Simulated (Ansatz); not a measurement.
# How KZnF3 absorbs and reflects light

Aim: the dielectric function of KZnF3, and the optical constants that follow from it.

Main program and level: Ansatz 0.2.0; DFT, PBE, plane-wave PAW, default files, scalar-relativistic, independent-particle optical response without local fields.

### 1. Starting point

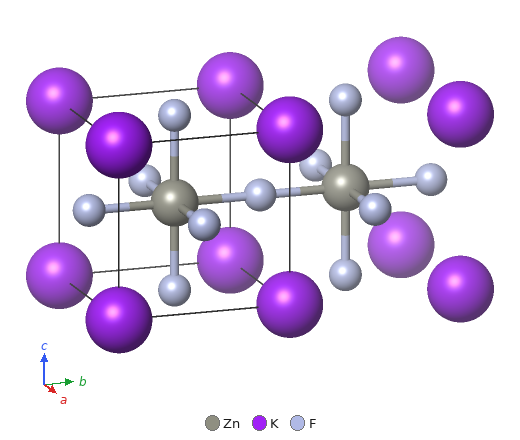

The cell as given, slightly off an axis (zinc grey, potassium purple, fluorine light blue). 1×2×1 cells are drawn. Some periodic images of atoms are drawn too.

### 2. Ground state and bands

First the ground state: is it a metal or has it a gap?

This step: DFT, PBE, plane-wave PAW, default files, scalar-relativistic, ground state (Ansatz 0.2.0).

File input.yaml:

```yaml
crystal:
  lattice:
    - [4.05, 0.0, 0.0]
    - [0.0, 4.05, 0.0]
    - [0.0, 0.0, 4.05]
  atoms:
    - { symbol: Zn, position: [0.5, 0.5, 0.5] }
    - { symbol: K, position: [0.0, 0.0, 0.0] }
    - { symbol: F, position: [0.5, 0.0, 0.5] }
    - { symbol: F, position: [0.0, 0.5, 0.5] }
    - { symbol: F, position: [0.5, 0.5, 0.0] }
kpoints:
  mp_grid: { grid: [6, 6, 6] }
  band_path:
    path:
      - [[0.0, 0.0, 0.0], [0.0, 0.5, 0.0], [0.5, 0.5, 0.0], [0.0, 0.0, 0.0], [0.5, 0.5, 0.5], [0.0, 0.5, 0.0]]
      - [[0.5, 0.5, 0.0], [0.5, 0.5, 0.5]]
    npoints: 11
scf:
  occupations: { method: fermi_dirac, width: 0.05 }
  n_extra_bands: 9
hamiltonian:
  xc: pbe
  pseudopotentials: { kind: paw }
output:
  forces: true
  stress: true
  populations: true
  write_bands: true
  write_density: true
  write_potential: true
  elf: true
  volumetric_format: npy
```

The run is started by

```console
$ ansatz run input.yaml --threads 2 --pin off --max-ram 5120MiB --backend cpu --events-out ev --progress --plain --runs-dir out
```

Numbers of over 12 decimals in the logs are rounded to 6 here.

The program printed:

```text
scf.n_extra_bands = 9 over 21 filled bands (N_el = 42.0): the run solves 30 bands
Engine: ansatz 0.2.0, aarch64-unknown-linux-gnu
Pseudopotentials: kind: paw
Pseudopotential: Zn, paw, valence charge 12, recommended cutoff 420 eV (normal), Zn.paw.azcp
Pseudopotential: K, paw, valence charge 9, recommended cutoff 420 eV (normal), K.paw.azcp
Pseudopotential: F, paw, valence charge 7, recommended cutoff 420 eV (normal), F.paw.azcp
Functional definition: PBE
  parameter kappa = 0.804
  parameter beta = 0.066725
  exchange = pbe_x(kappa = kappa, mu = beta*pi^2/3)
  correlation = pbe_c(beta = beta)
Crystal: 5 atoms, lattice volume = 66.430 Å³
Basis set: ecut = 420 eV, 1309 PW (Γ), exchange–correlation on 60×60×60 points (8 copies of the dense FFT grid, shifted against one another)
Bands: 30, of which v1, the nominal top of the filled ones, is band 21 counted from 1 (20 counted from 0)
Symmetry: 48 space group operations
Space group: Pm-3m (ITA 221), of the structure as read, at distance tolerance 4.1e-5 Å
k-points: 20 of 216
Non-local potential: Zn, projectors of the file, l = 0: 2, l = 1: 2, l = 2: 3, l = 3: 1
Non-local potential: K, projectors of the file, l = 0: 3, l = 1: 2, l = 2: 2
Non-local potential: F, projectors of the file, l = 0: 2, l = 1: 2, l = 2: 1
PAW form: soft (Blöchl's): semilocal exchange-correlation on the pseudo side does not see the compensation charge
PAW one-centre angular grid: Zn, 590 points (default); XC on 64 Gauss nodes
PAW one-centre angular grid: K, 110 points (default); XC on 64 Gauss nodes
PAW one-centre angular grid: F, 110 points (default); XC on 64 Gauss nodes
Initial density: superposition of atomic densities (neutral atoms: chi_scale 0, normalization atom), corrected by the library's trained network
Initial wavefunctions: pseudopotential atomic-orbital guess
Functional: x = pbe(κ = 0.804, μ = 0.219515), c = pbe(β = 0.066725)
SCF iter   1: F=—  HF=-7286.257069 eV  |F-HF|=—  |Δ(HF+E_count)|=         —  Δρ=5.20e-4  dr2=6.74e-5  ethr=1.77e-3  ⟨swp⟩=5.8  Hψ=2999  notcnv=0  defer=8
preconditioner: auto → Resta (q_TF=auto, 2.528 Å⁻¹)  ε∞=3.5  [insulator: Δε(μ)=3.853 eV  Ē_g=18.575 eV  σ=0.050 eV  W_gap=1.00  n_scr=18 (ndim 8)  ℏωp=29.5 eV  f_vac=0.047  D(μ)=0.00/eV (n_scr^D=0)  ε∞_Penn≈3.5]
SCF iter   2: F=—  HF=-7286.257498 eV  |F-HF|=—  |Δ(HF+E_count)|=   4.29e-4  Δρ=3.38e-4  dr2=6.33e-5  ethr=1.60e-7  ⟨swp⟩=2.0  Hψ=1180  notcnv=0  defer=24
SCF iter   3: F=—  HF=-7286.257607 eV  |F-HF|=—  |Δ(HF+E_count)|=   1.09e-4  Δρ=2.07e-4  dr2=1.59e-5  ethr=1.51e-7  ⟨swp⟩=2.0  Hψ=943  notcnv=0  defer=24
SCF iter   4: F=—  HF=-7286.257619 eV  |F-HF|=—  |Δ(HF+E_count)|=   1.26e-5  Δρ=7.17e-5  dr2=2.26e-6  ethr=3.78e-8  ⟨swp⟩=2.1  Hψ=874  notcnv=0  defer=24
SCF iter   5: F=—  HF=-7286.257620 eV  |F-HF|=—  |Δ(HF+E_count)|=   8.18e-7  Δρ=1.75e-5  dr2=1.52e-7  ethr=5.38e-9  ⟨swp⟩=2.0  Hψ=888  notcnv=0  defer=24
SCF iter   6: F=-7286.257620 eV  HF=-7286.257620 eV  |F-HF|=1.03e-7  |Δ(HF+E_count)|=   2.44e-8  Δρ=1.40e-5  dr2=6.11e-8  ethr=2.38e-10  ⟨swp⟩=11.4  Hψ=4142  notcnv=0
SCF 1 converged in 6 iterations: F = -7286.257620 eV  dr2 = 6.11e-8
  Residual-converged pass: ⟨swp⟩=1.1  Hψ=682  notcnv=0  max |occ|·‖R‖ = 7.0e-9 eV (tolerance 1.0e-8 eV)  dr2=6.11e-8  dr2_onsite=9.94e-8  max |Δocc| = 3.0e-27
  greatest PAW one-centre occupation: 0.994 electrons in one spin orbital (limit 2), on the Zn atom at site 0 (counted from 0), in its partial waves of l = 2
NSCF: frozen V_eff on 68 k-points
SCF converged after 6 iterations
Free energy (F): -7286.257620 eV
Harris-Foulkes:  -7286.257620 eV  (|F-HF|=1.03e-7)
Internal energy: -7286.257620 eV  (E = F + TS)
E sigma→0 (E₀):  -7286.257620 eV
Fermi energy:    6.222366 eV
--- Per-component energies (eV) ---
  E_band       = -149.185129
  E_kinetic    = 1007.002649
  E_local      = -4054.984614  (includes V_loc(G=0)·N_el)
  E_nonlocal   = 857.949856
  E_hartree    = 1602.098845
  E_xc         = -511.252066
  E_vxc        = -523.237367  (∫ρ·V_xc dr)
  E_paw        = -3220.933911  (= ΣΔE_a)
  E_vpaw       = -640.108131  (= ΣTr[D̂ρ^β])
  E_aug_tail   = 0.005808  (compensation charges beyond the density's cutoff)
  E_ewald      = -2966.144187
  E_smearing   = -0.000000  (= −TS)
  E_closure    = 0.000000  (closes the sum)
  Σ components = -7286.257620   (vs F -7286.257620, Δ=0.00e0)
--- Forces (eV/Å), atoms counted from 1 ---
  atom   1  Zn     0.00000000    -0.00000000    -0.00000000
  atom   2  K      0.00000000     0.00000000     0.00000000
  atom   3  F     -0.00000000    -0.00000000    -0.00000000
  atom   4  F      0.00000000     0.00000000     0.00000000
  atom   5  F     -0.00000000    -0.00000000     0.00000000
  max |Σ_I F_I| component: 2.46e-29 eV/Å
--- Stress (GPa, compression-positive) ---
        4.553227      -0.000000      -0.000000
        0.000000       4.553227       0.000000
        0.000000       0.000000       4.553227
  P = ⅓ Tr σ = 4.5532 GPa (45.532 kbar)
--- Band table (eV; the first three rows and the last of 20) ---
  k-point 0: bands = [... 17 lower, 2.1862, 2.3939, 2.3939, 2.3939, 8.0831, 12.9605, 12.9605, 13.6840, ... 5 higher]
  k-point 1: bands = [... 17 lower, 2.2192, 2.3839, 2.4105, 2.4105, 8.6191, 13.1569, 13.1819, 13.9585, ... 5 higher]
  k-point 2: bands = [... 17 lower, 2.2303, 2.4859, 2.4859, 2.5320, 9.8896, 13.0573, 13.6495, 15.0446, ... 5 higher]
  k-point 19: bands = [... 17 lower, 2.7622, 2.7622, 4.2205, 4.2205, 12.7008, 12.7008, 12.7008, 14.5025, ... 5 higher]
--- Löwdin populations: 5 sites ---
  site symbol       q [e]
     0     Zn     10.4402
     1      K      8.1914
     2      F      7.7269
     3      F      7.7269
     4      F      7.7269
  spilling = 0.004469 (of n_electrons = 42.000000)
```

Run time: 2.9 s. Hardware: 2 threads of Arm Neoverse V2, shared host; peak memory 0.35 GiB; 5.7 s of CPU time.

Read-outs, printed or worked out from the files:

* free energy: -7286.2576 eV
* Fermi energy: 6.222 eV
* gap by band count: 3.863 eV
* electrons: 42
* symmetry operations: 48
* pressure: 4.553 GPa
* gap on the k-mesh: 3.863 eV
* volume: 66.43 Å³
* gap on the path: 3.863 eV
* least direct gap on the path: 5.689 eV

There is a gap, 3.86 eV on the path, so no carriers' term is needed. The cell is left with a pressure of 4.6 GPa, as it stands unrelaxed at this level.

The electronic bands at the labelled points (eV, zero at the Fermi level; v1 is the highest filled band, c1 the lowest empty one):

| point | v4 | v3 | v2 | v1 | c1 | c2 | c3 | c4 |
| --- | --- | --- | --- | --- | --- | --- | --- | --- |
| Γ | -4.04 | -3.83 | -3.83 | -3.83 | 1.86 | 6.74 | 6.74 | 7.46 |
| X | -4.00 | -3.69 | -3.69 | -3.59 | 4.62 | 6.35 | 7.68 | 9.08 |
| M | -3.78 | -3.78 | -3.48 | -2.00 | 6.09 | 8.15 | 8.20 | 8.20 |
| Γ | -4.04 | -3.83 | -3.83 | -3.83 | 1.86 | 6.74 | 6.74 | 7.46 |
| R | -3.46 | -3.46 | -2.00 | -2.00 | 6.48 | 6.48 | 6.48 | 8.28 |
| X | -4.00 | -3.69 | -3.69 | -3.59 | 4.62 | 6.35 | 7.68 | 9.08 |
| jump to M | -3.78 | -3.78 | -3.48 | -2.00 | 6.09 | 8.15 | 8.20 | 8.20 |
| R | -3.46 | -3.46 | -2.00 | -2.00 | 6.48 | 6.48 | 6.48 | 8.28 |

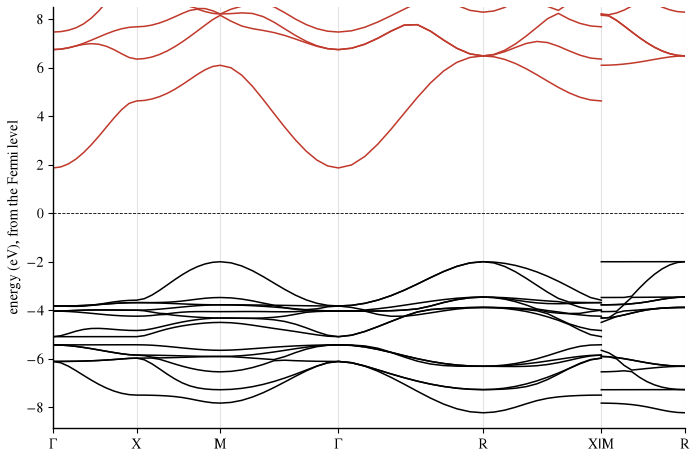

Electronic bands along the path; lines of filled and empty bands in two colours.

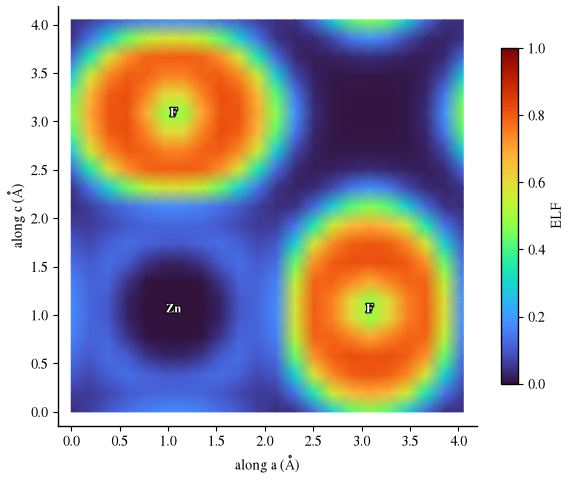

ELF in the ac plane at fractional y = 0.500, with atoms of Zn and F within 0.2 Å of it. It is the smooth field of the valence electrons, not physical close to the nuclei. The map starts off the cell's origin, so that atoms lie inside it.

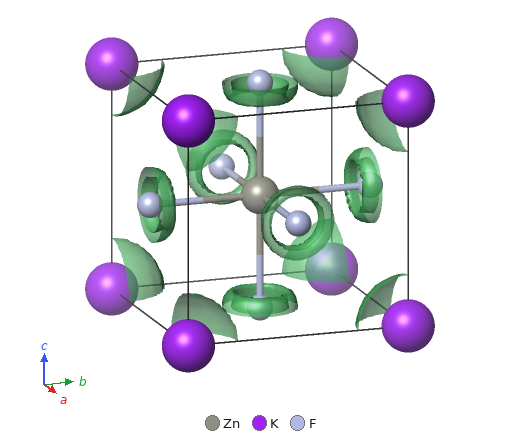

Surface of ELF = 0.81.

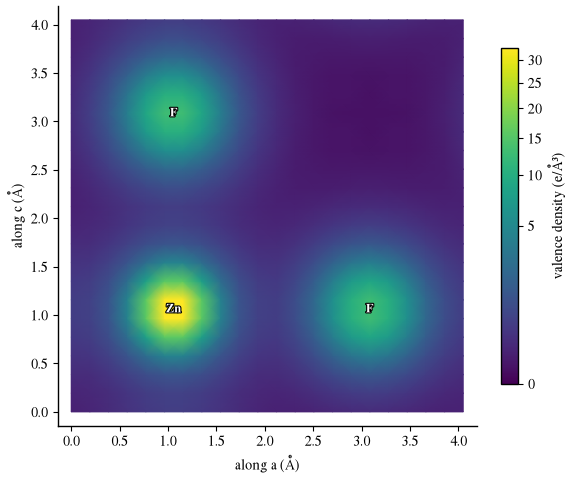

Valence density in the ac plane at fractional y = 0.500, with atoms of Zn and F within 0.2 Å of it. It is the smooth field of the valence electrons, not physical close to the nuclei. The map starts off the cell's origin, so that atoms lie inside it. The colour scale is stretched toward low values.

### 3. Spectrum

The spectrum is a sum over vertical transitions between filled and empty bands at the fixed density, so many empty bands are needed.

This step: DFT, PBE, plane-wave PAW, default files, scalar-relativistic, independent-particle optical response without local fields (Ansatz 0.2.0).

input.yaml, the sections that differ from step 2:

```yaml
kpoints:
  mp_grid: { grid: [6, 6, 6] }
scf:
  occupations: { method: fixed }
output:
  optics:
    e_range: [0, 25]
    de: 0.05
    sigma: 0.2
    nscf_kmesh: { grid: [6, 6, 6] }
    bands: auto
# crystal, hamiltonian: as in step 2
```

The program printed:

```text
[...]
Crystal: 5 atoms, lattice volume = 66.430 Å³
Basis set: ecut = 420 eV, 1309 PW (Γ)
Bands: 26, of which v1, the nominal top of the filled ones, is band 21 counted from 1 (20 counted from 0)
Symmetry: 48 space group operations
[...]
k-points: 20 of 216
[...]
SCF iter   1: F=—  HF=-7286.257014 eV  |F-HF|=—  |Δ(HF+E_count)|=         —  Δρ=5.37e-4  dr2=1.05e-4  ethr=1.77e-3  ⟨swp⟩=4.5  Hψ=2238  notcnv=0  defer=37
[...]
SCF iter  10: F=-7286.257348 eV  HF=-7286.257348 eV  |F-HF|=1.82e-12  |Δ(HF+E_count)|=    0.00e0  Δρ=2.02e-8  dr2=2.22e-13  ethr=1.00e-12  ⟨swp⟩=7.1  Hψ=1822  notcnv=0
SCF 1 converged in 10 iterations: F = -7286.257348 eV  dr2 = 2.22e-13
[...]
NSCF: frozen V_eff on 20 k-points
output.optics: what the bands over the 95 summed would add to eps1, eps2 and the energy-loss function is held between a lower and an upper bound (5 Lanczos steps). eps1, eps2 and their loss function (loss_summed_bands) are given on every row as the summed bands alone make them. Along an axis, on a row where the two bounds hold the loss function to about 1 % of the greater of itself and 0.5 % of |1/eps|, its cell (loss_completed) is given, with the completed eps1 and eps2 that it is formed of (a cell that is left empty reads nan in the table and null in the record). The two bounds hold it so along every axis on all 501 rows up to 25.000 eV. [rest of the remark cut]
SCF converged after 10 iterations
Free energy (F): -7286.257348 eV
[...]
Internal energy: -7286.257348 eV  (E = F + TS)
E sigma→0 (E₀):  -7286.257348 eV
Fermi energy:    4.220947 eV
[...]
--- Band table (eV; the first three rows and the last of 20) ---
  k-point 0: bands = [... 17 lower, 2.1861, 2.3938, 2.3938, 2.3938, 8.0833, 12.9608, 12.9608, 13.6842, ... 1 higher]
  k-point 1: bands = [... 17 lower, 2.2191, 2.3840, 2.4104, 2.4104, 8.6192, 13.1572, 13.1822, 13.9587, ... 1 higher]
  k-point 2: bands = [... 17 lower, 2.2301, 2.4860, 2.4860, 2.5326, 9.8897, 13.0575, 13.6499, 15.0449, ... 1 higher]
  k-point 19: bands = [... 17 lower, 2.7621, 2.7621, 4.2209, 4.2209, 12.7007, 12.7007, 12.7007, 14.5028, ... 1 higher]
```

It took 33 s on 2 threads; peak memory 0.73 GiB; 65 s of CPU time.

This step gave:

| Quantity | Value |
| --- | --- |
| electronic dielectric constant ε∞, mean over x, y and z (by symmetry where fewer were run) | 2.467 |
| absorption onset, first axis (α over 10⁴ cm⁻¹, or the direct gap if that lies higher) | 5.689 eV |
| main peak of Im epsilon, first axis | 21.71 eV |
| least direct gap on the mesh | 5.689 eV |
| bands summed | 95 |
| spectra valid up to | 56.3737 eV |
| program's estimate of the k-sum error in Im epsilon | 0.03 % |
| electrons in the f-sum | 25.94 |

The Im ε, any direction has structure finer than the step of the table below, so its rows give means over 1 eV, whole bins alone (the curve runs from 0 to 25 eV). Peaks (eV: height): 7.8: 1.66, 11.1: 1.92, 13.1: 2.53, 15.3: 2.09, 21.7: 5.55, 23.2: 1.61.

The Im ε, any direction by photon energy; means over each step:

| photon energy (eV) | Im ε, any direction |
| --- | --- |
| 4 | 0 |
| 5 | 0.00133 |
| 6 | 0.502 |
| 7 | 1.19 |
| 8 | 1.38 |
| 9 | 1.04 |
| 10 | 0.961 |
| 11 | 1.66 |
| 12 | 0.970 |
| 13 | 1.81 |
| 14 | 1.41 |
| 15 | 1.67 |
| 16 | 1.56 |
| 17 | 1.37 |
| 18 | 0.921 |
| 19 | 1.01 |
| 20 | 2.04 |
| 21 | 2.29 |
| 22 | 3.37 |
| 23 | 1.19 |
| 24 | 1.09 |

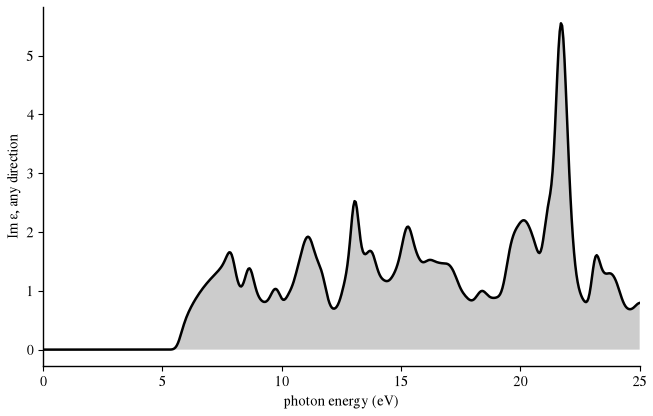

Im ε, any direction against photon energy.

Table of Re ε, any direction by photon energy:

| photon energy (eV) | Re ε, any direction |
| --- | --- |
| 0.0 | 2.47 |
| 2.5 | 2.54 |
| 5.0 | 2.92 |
| 7.5 | 2.92 |
| 10.0 | 2.42 |
| 12.5 | 2.72 |
| 15.0 | 2.22 |
| 17.5 | 1.13 |
| 20.0 | 1.97 |
| 22.5 | -0.821 |
| 25.0 | 0.182 |

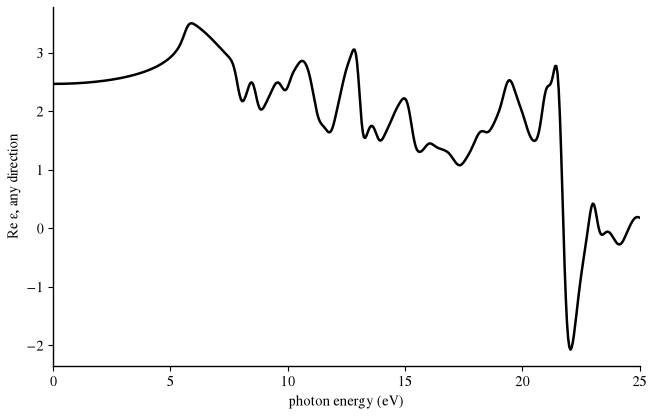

Re ε, any direction, plotted against photon energy.

The reflectivity at normal incidence, any direction has structure finer than the step of the table below, so its rows give means over 2 eV, whole bins alone (the curve runs from 0 to 25 eV). Peaks (eV: height): 11.0: 10.3, 13.1: 13.3, 22.2: 48.1, 24.2: 24.7.

Reflectivity at normal incidence, any direction against photon energy; means over each step:

| photon energy (eV) | reflectivity at normal incidence, any direction (%) |
| --- | --- |
| 2 | 5.14 |
| 4 | 5.96 |
| 6 | 8.84 |
| 8 | 8.10 |
| 10 | 7.19 |
| 12 | 7.57 |
| 14 | 7.97 |
| 16 | 8.37 |
| 18 | 4.65 |
| 20 | 9.38 |
| 22 | 29.0 |
| 24 | 18.5 |

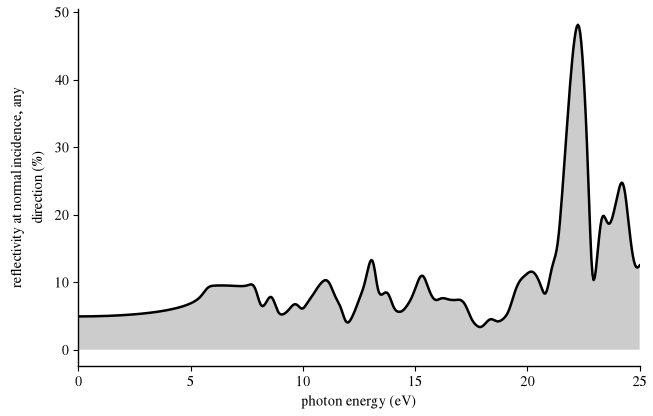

Reflectivity at normal incidence, any direction against photon energy.

Refractive index n and extinction k against photon energy:

| photon energy (eV) | n | k |
| --- | --- | --- |
| 0 | 1.57 | 0 |
| 2 | 1.58 | 0 |
| 4 | 1.64 | 0 |
| 6 | 1.87 | 0.146 |
| 8 | 1.56 | 0.468 |
| 10 | 1.58 | 0.275 |
| 12 | 1.39 | 0.285 |
| 14 | 1.33 | 0.520 |
| 16 | 1.33 | 0.563 |
| 18 | 1.27 | 0.331 |
| 20 | 1.57 | 0.691 |
| 22 | 1.00 | 1.74 |
| 24 | 0.692 | 0.848 |

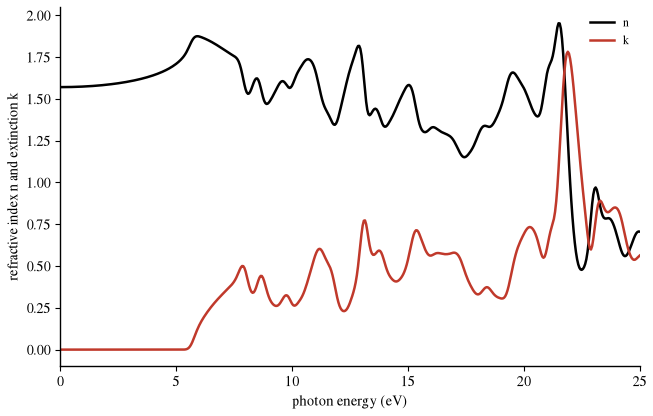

Refractive index n and extinction k against photon energy.

Values under 1 per cm are given as 1. Absorption coefficient, any direction against photon energy:

| photon energy (eV) | absorption coefficient, any direction (1/cm) |
| --- | --- |
| 0.000 | 1 |
| 2.500 | 1 |
| 5.000 | 1 |
| 7.500 | 3.1e5 |
| 10.000 | 2.8e5 |
| 12.500 | 3.6e5 |
| 15.000 | 8.1e5 |
| 17.500 | 8.0e5 |
| 20.000 | 1.4e6 |
| 22.500 | 2.3e6 |
| 25.000 | 1.4e6 |

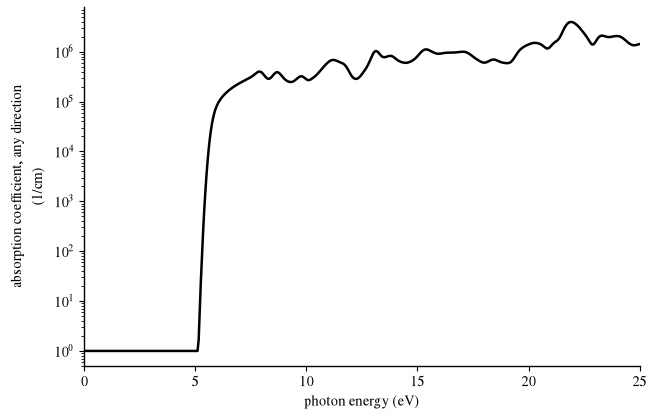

Absorption coefficient, any direction against photon energy.

From ε follow the optical constants at some laser and lamp lines:

| wavelength (nm) | n | k | R (%) | 1/α |
| --- | --- | --- | --- | --- |
| 1550 | 1.57 | 0.000 | 5.0 | over 1 mm |
| 1064 | 1.58 | 0.000 | 5.0 | over 1 mm |
| 800 | 1.58 | 0.000 | 5.0 | over 1 mm |
| 633 | 1.58 | 0.000 | 5.1 | over 1 mm |
| 405 | 1.61 | 0.000 | 5.4 | over 1 mm |
| 308 | 1.64 | 0.000 | 5.9 | over 1 mm |
| 193 | 1.85 | 0.239 | 9.5 | 64 nm |

Rows near the edge hang on the gap, which this functional as a rule makes too small, and phonon-assisted absorption is left out.

A film 1 µm thick would pass 90 % of daylight and look colourless in transmission (x = 0.313, y = 0.329).

The f-sum over the summed bands holds 25.9 of the cell's 42 electrons outside the frozen cores, 14 of which lie in bands more than 12 eV below the Fermi level, whose transitions come at higher energies. Up to 25 eV the strength has a mean oscillator energy of 15.1 eV, and these transitions give 86 % of ε∞ − 1 along x; the rest comes from higher ones.

[end of part 1 of 2]

[Logs are printed without paths, hosts, clocks, repeated set-up lines and the standing remarks that a program may print on its own settings, such as how far it seeks lower states.]

[Hosts, paths, dates, database ids (printed as entryN), source tags and the programs' standing remarks are cut or masked in the printed files.]
